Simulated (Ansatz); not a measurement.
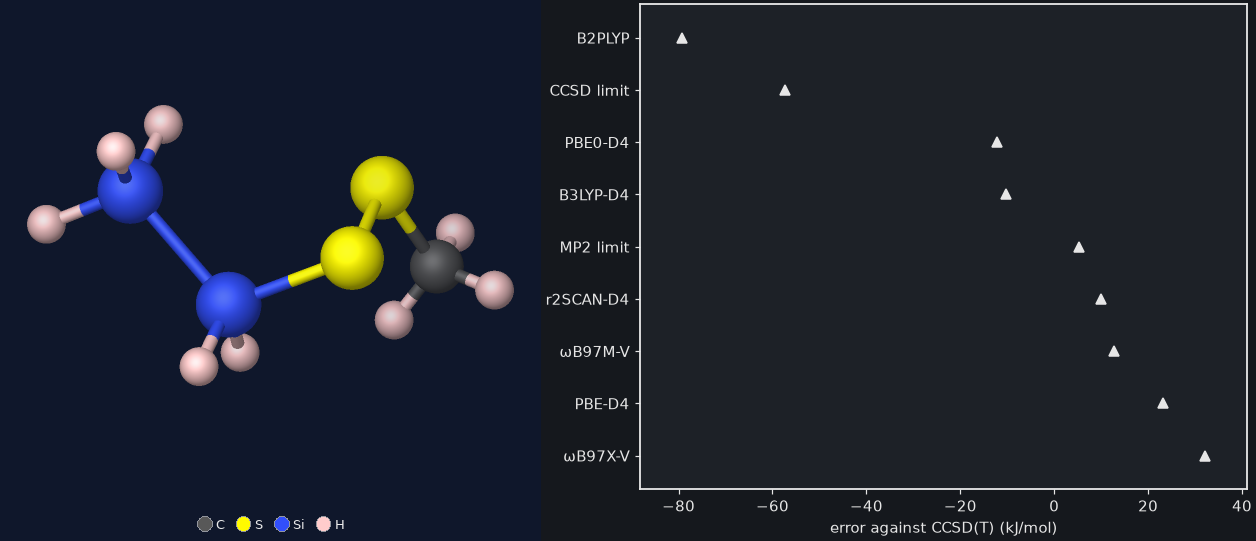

Error in the electronic atomisation energy (method less reference, so positive means overbinding) of CH₈S₂Si₂, SMILES CSS[SiH2][SiH3]: functionals in def2-TZVPP against frozen-core CCSD(T) at the limit (MP2 extrapolated from triple and quadruple zeta, plus CCSD(T) less MP2 in a smaller set), which gives 4077.5 kJ/mol, at a PBE0-D4/def2-TZVP geometry (no frequency check), no zero-point or spin-orbit term, the Ansatz code. The reference leaves out core correlation, a term that grows with the number of heavy atoms. B2PLYP holds a correlation term that converges slowly with the basis, so part of the distance to the limit is basis error. No dispersion term is added to B2PLYP. Limit means the basis limit.

Question: Which of these levels overbind, and which underbind?

Answer: Overbind: ωB97X-V. Underbind: B2PLYP and CCSD limit. Within 25 kJ/mol of zero, too close to call in view of what the reference leaves out: PBE0-D4, B3LYP-D4, MP2 limit, r2SCAN-D4, ωB97M-V and PBE-D4.

Question: What range do the values span?

Answer: From −79.2 kJ/mol (B2PLYP) to 32.2 kJ/mol (ωB97X-V).

Caveats, for all or some of the runs: one conformer of a flexible molecule.
